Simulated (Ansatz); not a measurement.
**Relaxing Mg2+ BF4- in dimethyl sulfoxide and 1,3-dioxolane, from a frame at 400 K (73 atoms)**

Wanted: the relaxed structure of Mg2+ BF4- in dimethyl sulfoxide and 1,3-dioxolane, from a frame at 400 K (73 atoms) and its electronic structure.

Method: Kohn-Sham DFT, PBE+D4, PAW (set soft_2), plane waves, in Ansatz 0.2.0.

**1. Starting point**

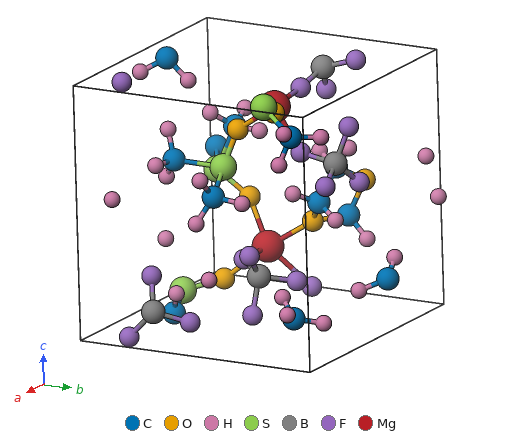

The cell as given, slightly off an axis (carbon blue, oxygen orange, hydrogen pink, sulfur green, boron grey, fluorine purple, magnesium red). Bonds to atoms that aren't drawn are left out. Some periodic images of atoms are drawn too.

The cell holds 73 atoms: 11 C, 6 O, 30 H, 4 S, 4 B, 16 F and 2 Mg. Its edges and angles: a = 9.474 Å, b = 9.474 Å, c = 9.474 Å, α = 90.0°, β = 90.0°, γ = 90.0°. 4 dimethyl sulfoxide, 1 1,3-dioxolane, 2 Mg2+, 4 BF4- placed at random, at 1.53 g/cm³; overlaps pushed apart, then 10 ps at 550 K with stiff harmonic cages for PF6 and BF4 with UFF radii; divalent ions of Li, Roberts, Chakravorty and Merz (J. Chem. Theory Comput. 9, 2733 (2013)); MMFF94 bonds, angles, torsions, charges and radii (Halgren, J. Comput. Chem. 17, 490 (1996)) in harmonic and 12-6 forms; charges of ions scaled by 0.8. Snapshot after 30 ps at 400 K and fixed volume.

Limits known from the start: The network of contacts between molecules at the start is that of the classical potential that made the cell. Sampling is at Γ alone, for a cell whose shortest periodic width is 9 Å.

**2. Single point at the start**

A single point comes first, to see the forces before anything moves.

input.yaml

```yaml
crystal:
  lattice:
    - [9.47375, 0.0, 0.0]
    - [0.0, 9.47375, 0.0]
    - [0.0, 0.0, 9.47375]
  atoms:
    - { symbol: C, position: [0.11961, 0.61783, 0.52324] }
    - { symbol: C, position: [0.23285, 0.60421, 0.41256] }
    - { symbol: O, position: [0.15609, 0.52964, 0.30984] }
    - { symbol: C, position: [0.03186, 0.61303, 0.31013] }
    - { symbol: O, position: [0.00472, 0.67245, 0.44936] }
    - { symbol: H, position: [0.13875, 0.68596, 0.61063] }
    - { symbol: H, position: [0.07071, 0.51726, 0.56139] }
    - { symbol: H, position: [0.31551, 0.54055, 0.45997] }
    - { symbol: H, position: [0.28071, 0.70285, 0.36758] }
    - { symbol: H, position: [0.04164, 0.697, 0.22998] }
    - { symbol: H, position: [0.9465, 0.53788, 0.2903] }
    - { symbol: C, position: [0.75724, 0.79172, 0.11967] }
    - { symbol: S, position: [0.79812, 0.71075, 0.95016] }
    - { symbol: C, position: [0.8636, 0.86309, 0.86896] }
    - { symbol: O, position: [0.65876, 0.67216, 0.88703] }
    - { symbol: H, position: [0.70473, 0.71378, 0.18009] }
    - { symbol: H, position: [0.85611, 0.82298, 0.16458] }
    - { symbol: H, position: [0.68765, 0.88062, 0.09418] }
    - { symbol: H, position: [0.78776, 0.95118, 0.85978] }
    - { symbol: H, position: [0.96225, 0.89307, 0.91129] }
    - { symbol: H, position: [0.89316, 0.82658, 0.76238] }
    - { symbol: C, position: [0.04184, 0.05039, 0.51286] }
    - { symbol: S, position: [0.2106, 0.15027, 0.4816] }
    - { symbol: C, position: [0.20577, 0.22971, 0.65898] }
    - { symbol: O, position: [0.17416, 0.26754, 0.37791] }
    - { symbol: H, position: [0.05416, 0.97239, 0.59218] }
    - { symbol: H, position: [0.96118, 0.13281, 0.56005] }
    - { symbol: H, position: [0.00438, 0.99195, 0.42236] }
    - { symbol: H, position: [0.21347, 0.34157, 0.65614] }
    - { symbol: H, position: [0.10288, 0.21476, 0.7001] }
    - { symbol: H, position: [0.29108, 0.17488, 0.72733] }
    - { symbol: C, position: [0.57221, 0.17786, 0.61768] }
    - { symbol: S, position: [0.51656, 0.35893, 0.5968] }
    - { symbol: C, position: [0.69354, 0.41712, 0.53316] }
    - { symbol: O, position: [0.48705, 0.40954, 0.74329] }
    - { symbol: H, position: [0.52362, 0.1137, 0.53211] }
    - { symbol: H, position: [0.69274, 0.16789, 0.62555] }
    - { symbol: H, position: [0.54279, 0.13805, 0.725] }
    - { symbol: H, position: [0.67954, 0.53307, 0.51782] }
    - { symbol: H, position: [0.77855, 0.41096, 0.61887] }
    - { symbol: H, position: [0.73986, 0.36586, 0.43386] }
    - { symbol: C, position: [0.39385, 0.99221, 0.2038] }
    - { symbol: S, position: [0.34866, 0.06813, 0.03296] }
    - { symbol: C, position: [0.52799, 0.13282, 0.99964] }
    - { symbol: O, position: [0.2496, 0.19028, 0.06715] }
    - { symbol: H, position: [0.46752, 0.06934, 0.26674] }
    - { symbol: H, position: [0.29797, 0.96755, 0.25977] }
    - { symbol: H, position: [0.44647, 0.89504, 0.16019] }
    - { symbol: H, position: [0.514, 0.21504, 0.91851] }
    - { symbol: H, position: [0.57904, 0.17524, 0.09403] }
    - { symbol: H, position: [0.58553, 0.04897, 0.95038] }
    - { symbol: B, position: [0.44678, 0.80867, 0.64748] }
    - { symbol: F, position: [0.33608, 0.84599, 0.54996] }
    - { symbol: F, position: [0.45945, 0.66566, 0.6771] }
    - { symbol: F, position: [0.41078, 0.8503, 0.78786] }
    - { symbol: F, position: [0.58739, 0.84544, 0.59884] }
    - { symbol: B, position: [0.49999, 0.49135, 0.17995] }
    - { symbol: F, position: [0.59537, 0.50936, 0.28676] }
    - { symbol: F, position: [0.54513, 0.48542, 0.03801] }
    - { symbol: F, position: [0.39542, 0.59456, 0.14667] }
    - { symbol: F, position: [0.40659, 0.37203, 0.20744] }
    - { symbol: B, position: [0.88787, 0.25513, 0.11492] }
    - { symbol: F, position: [0.88682, 0.14606, 0.00276] }
    - { symbol: F, position: [0.80881, 0.3684, 0.06653] }
    - { symbol: F, position: [0.0282, 0.27807, 0.15228] }
    - { symbol: F, position: [0.81509, 0.20903, 0.23118] }
    - { symbol: B, position: [0.13573, 0.58137, 0.91501] }
    - { symbol: F, position: [0.12347, 0.71901, 0.95657] }
    - { symbol: F, position: [0.13171, 0.50276, 0.04283] }
    - { symbol: F, position: [0.28076, 0.56759, 0.87127] }
    - { symbol: F, position: [0.05656, 0.54574, 0.80308] }
    - { symbol: Mg, position: [0.49134, 0.57547, 0.85416] }
    - { symbol: Mg, position: [0.20859, 0.36163, 0.20369] }
kpoints:
  mp_grid: { grid: [1, 1, 1] }
hamiltonian:
  xc: pbe
  dispersion: d4
scf:
  occupations: { method: fixed }
output:
  forces: true
  stress: true
  populations: true
  dos:
    method: { smearing: { sigma: 0.15 } }
    de: 0.1
    projected: { site_lists: { B: [B], C: [C], F: [F], H: [H], Mg: [Mg] } }
  eigenvalues: true
```

Started as:

```
$ ansatz run input.yaml --threads 4 --pin off --max-ram 8192MiB --backend cpu --events-out ev --progress --plain --runs-dir out
```

Numbers of over 12 decimals in the logs are rounded to 6 here.

The program printed:

```text
Engine: ansatz 0.2.0, aarch64-unknown-linux-gnu
Pseudopotentials: kind: paw
Pseudopotential: C, paw, valence charge 4, recommended cutoff 420 eV (normal), C.paw.azcp
Pseudopotential: O, paw, valence charge 6, recommended cutoff 420 eV (normal), O.paw.azcp
Pseudopotential: H, paw, valence charge 1, recommended cutoff 420 eV (normal), H.paw.azcp
Pseudopotential: S, paw, valence charge 6, recommended cutoff 420 eV (normal), S.paw.azcp
Pseudopotential: B, paw, valence charge 3, recommended cutoff 420 eV (normal), B.paw.azcp
Pseudopotential: F, paw, valence charge 7, recommended cutoff 420 eV (normal), F.paw.azcp
Pseudopotential: Mg, paw, valence charge 10, recommended cutoff 420 eV (normal), Mg.paw.azcp
[... 5 lines on functional and potentials left out ...]
Crystal: 73 atoms, lattice volume = 850.287 Å³
Basis set: ecut = 420 eV, 16663 PW (Γ), exchange–correlation on 128×128×128 points (8 copies of the dense FFT grid, shifted against one another)
Bands: 212, of which v1, the nominal top of the filled ones, is band 139 counted from 1 (138 counted from 0)
Symmetry: 1 space group operations
Space group: P1 (ITA 1), of the structure as read, at distance tolerance 9.5e-5 Å
k-points: 1
[... 15 lines on functional and potentials left out ...]
Initial density: superposition of atomic densities (neutral atoms: chi_scale 0, normalization atom), corrected by the library's trained network
Initial wavefunctions: pseudopotential atomic-orbital guess
Functional: x = pbe(κ = 0.804, μ = 0.219515), c = pbe(β = 0.066725)
SCF iter   1: F=—  HF=-27676.721500 eV  |F-HF|=—  |Δ(HF+E_count)|=         —  Δρ=6.33e-3  dr2=4.94e-1  ethr=1.77e-3  ⟨swp⟩=5.0  Hψ=770  notcnv=0  defer=71
preconditioner: auto → Resta (q_TF=auto, 2.264 Å⁻¹)  ε∞=2.5  [insulator: Δε(μ)=4.773 eV  Ē_g=16.184 eV  n_scr=170 (ndim 8)  ℏωp=20.1 eV  f_vac=0.259  ε∞_Penn≈2.5]
SCF iter   2: F=—  HF=-27676.602029 eV  |F-HF|=—  |Δ(HF+E_count)|=   1.19e-1  Δρ=3.36e-3  dr2=9.41e-2  ethr=1.78e-4  ⟨swp⟩=3.0  Hψ=361  notcnv=0  defer=71
SCF iter   3: F=—  HF=-27676.585319 eV  |F-HF|=—  |Δ(HF+E_count)|=   1.67e-2  Δρ=1.42e-3  dr2=3.14e-2  ethr=3.39e-5  ⟨swp⟩=3.0  Hψ=261  notcnv=0  defer=71
SCF iter   4: F=—  HF=-27676.577572 eV  |F-HF|=—  |Δ(HF+E_count)|=   7.75e-3  Δρ=5.52e-4  dr2=3.66e-3  ethr=1.13e-5  ⟨swp⟩=2.0  Hψ=258  notcnv=0  defer=71
SCF iter   5: F=—  HF=-27676.576803 eV  |F-HF|=—  |Δ(HF+E_count)|=   7.69e-4  Δρ=2.81e-4  dr2=6.76e-4  ethr=1.32e-6  ⟨swp⟩=2.0  Hψ=377  notcnv=0  defer=71
SCF iter   6: F=—  HF=-27676.576723 eV  |F-HF|=—  |Δ(HF+E_count)|=   7.98e-5  Δρ=1.21e-4  dr2=1.11e-4  ethr=2.43e-7  ⟨swp⟩=2.0  Hψ=263  notcnv=0  defer=69
SCF iter   7: F=—  HF=-27676.576709 eV  |F-HF|=—  |Δ(HF+E_count)|=   1.47e-5  Δρ=3.42e-5  dr2=9.89e-6  ethr=3.98e-8  ⟨swp⟩=2.0  Hψ=263  notcnv=0  defer=69
SCF iter   8: F=—  HF=-27676.577783 eV  |F-HF|=—  |Δ(HF+E_count)|=   1.07e-3  Δρ=1.45e-5  dr2=1.56e-6  ethr=3.56e-9  ⟨swp⟩=2.0  Hψ=284  notcnv=0  defer=69
SCF iter   9: F=—  HF=-27676.577784 eV  |F-HF|=—  |Δ(HF+E_count)|=   1.91e-7  Δρ=6.35e-6  dr2=2.90e-7  ethr=5.62e-10  ⟨swp⟩=2.0  Hψ=263  notcnv=0  defer=69
SCF iter  10: F=-27676.577784 eV  HF=-27676.577784 eV  |F-HF|=9.04e-9  |Δ(HF+E_count)|=   1.95e-8  Δρ=1.93e-6  dr2=3.17e-8  ethr=3.60e-11  ⟨swp⟩=18.0  Hψ=1553  notcnv=0
SCF 1 converged in 10 iterations: F = -27676.577784 eV  dr2 = 3.17e-8
  greatest PAW one-centre occupation: 1.000 electrons in one spin orbital (limit 2), on the Mg atom at site 72 (counted from 0), in its partial waves of l = 0
SCF converged after 10 iterations
Free energy (F): -27676.577784 eV
Harris-Foulkes:  -27676.577784 eV  (|F-HF|=9.04e-9)
Internal energy: -27676.577784 eV  (E = F + TS)
E sigma→0 (E₀):  -27676.577784 eV
Fermi energy:    0.052269 eV
--- Per-component energies (eV) ---
  E_band       = -2909.897687
  E_kinetic    = 6577.414938
  E_local      = -31974.638028  (includes V_loc(G=0)·N_el)
  E_nonlocal   = 2162.714355
  E_hartree    = 12781.815361
  E_xc         = -3089.682336
  E_vxc        = -3776.361531  (∫ρ·V_xc dr)
  E_paw        = -8574.981026  (= ΣΔE_a)
  E_vpaw       = -1462.664453  (= ΣTr[D̂ρ^β])
  E_aug_tail   = 0.008011  (compensation charges beyond the density's cutoff)
  E_ewald      = -5554.997516
  E_disp       = -4.231542  (pairwise vdW)
  E_smearing   = -0.000000  (= −TS)
  E_closure    = 0.000000  (closes the sum)
  Σ components = -27676.577784   (vs F -27676.577784, Δ=0.00e0)
--- Forces (eV/Å), atoms counted from 1 ---
  atom   1  C     -0.55106050    -0.36298585     0.91033924
  atom   2  C      1.41652876    -0.04263307     1.63995600
  atom   3  O     -0.40703252     1.32401542     0.37774528
  atom   4  C     -2.26074098    -0.23857430    -0.67611836
  atom   5  O     -0.24690801     0.72620454    -2.58809971
  atom   6  H      0.52571670     0.45813967     0.71583195
  atom   7  H      1.55154976    -0.12810442     0.14290150
  atom   8  H      0.54423144    -0.39160269    -0.39756527
  atom   9  H     -0.60985966    -0.53900427     0.50421792
  atom  10  H     -0.08664604    -0.04520488     0.16993790
  atom  11  H     -0.30222363     0.17387073    -0.57200864
  atom  12  C     -0.37285194     0.35273917    -1.62010054
  atom  13  S      1.33609452    -0.58734452     1.63763409
  atom  14  C     -0.99181626     0.25090318    -2.23277122
[...]
atom  72  Mg    -0.97850195     0.14594420     0.89649675
  atom  73  Mg    -0.63584452    -0.62814223    -1.72090805
  max |Σ_I F_I| component: 1.27e-4 eV/Å
--- Stress (GPa, compression-positive) ---
        1.236172       0.100456       0.349868
        0.100457       3.555474      -0.551465
        0.349869      -0.551470       1.677679
  P = ⅓ Tr σ = 2.1564 GPa (21.564 kbar)
--- Band table (eV) ---
  k-point 0: bands = ["-73.6112", "-73.3605", "-40.4002", "-40.3888", [... 196 levels ...], "11.1959", "11.3044", "11.4583", "11.5721", "11.5819", "11.6782", "11.7272", "11.8026", "11.8247", "11.9498", "12.0051", "12.1573"]
--- Löwdin populations: 73 sites ---
  site symbol       q [e]
     0      C      4.0518
     1      C      4.0818
     2      O      6.3884
[...]
72     Mg      8.3546
  spilling = 0.011361 (of n_electrons = 278.000000)
```

The job ended after 7.6 s (4 threads of Arm Neoverse V2, shared host; peak memory 0.91 GiB; 27 s of CPU time).

Read from the output:

```yaml
free_energy: -27676.5778 eV
free_energy_per_atom: -379.1312 eV/atom
scf_cycles: 10
pressure: 2.156 GPa
r_m_s_force_component: 0.9379 eV/Å
longest_force: 2.863 eV/Å
fermi_energy: 0.05227 eV
spacing_of_highest_filled_and_lowest_empty_level: 4.328 eV
spilling_of_the_projection: 0.01136
```

The r.m.s. force component of 0.94 eV/Å and the pressure of 2.2 GPa set the starting point.

Neighbours are counted within 1.34 Å (H-C), 1.72 Å (F-B), 2.52 Å (F-Mg), 1.85 Å (C-C), 1.73 Å (C-O), 2.21 Å (C-S), 1.93 Å (O-S), 2.52 Å (O-Mg).

Length of the force by element and coordination:

| element | coordination | atoms | mean length of the force (eV/Å) | spread | least | most |
| --- | --- | --- | --- | --- | --- | --- |
| B | all | 4 | 2.17 | 0.479 | 1.44 | 2.67 |
| C | all | 11 | 1.97 | 0.434 | 1.12 | 2.54 |
| F | all | 16 | 1.70 | 0.596 | 0.641 | 2.86 |
| F | 1 | 10 | 1.63 | 0.395 | 1.21 | 2.63 |
| F | 2 | 6 | 1.81 | 0.817 | 0.641 | 2.86 |
| H | all | 30 | 1.04 | 0.551 | 0.0987 | 2.18 |
| Mg | all | 2 | 1.64 | 0.302 | 1.34 | 1.94 |
| Mg | 5 | 1 | 1.34 | 0 | 1.34 | 1.34 |
| Mg | 6 | 1 | 1.94 | 0 | 1.94 | 1.94 |
| O | all | 6 | 1.45 | 0.610 | 0.799 | 2.70 |
| O | 2 | 5 | 1.45 | 0.669 | 0.799 | 2.70 |
| O | 3 | 1 | 1.44 | 0 | 1.44 | 1.44 |
| S | all | 4 | 1.79 | 0.623 | 1.12 | 2.59 |

[end of part 1 of 4]

[Logs are printed without paths, hosts, clocks, repeated set-up lines and the standing remarks that a program may print on its own settings, such as how far it seeks lower states.]

[Hosts, paths, dates, database ids (printed as entryN), source tags and the programs' standing remarks are cut or masked in the printed files.]

[The MMFF94 radii named for the starting cell were scaled by 0.96; in molecules described by MMFF94, hydrogen bound to N, O or S took a small fixed 12-6 site in their place.]
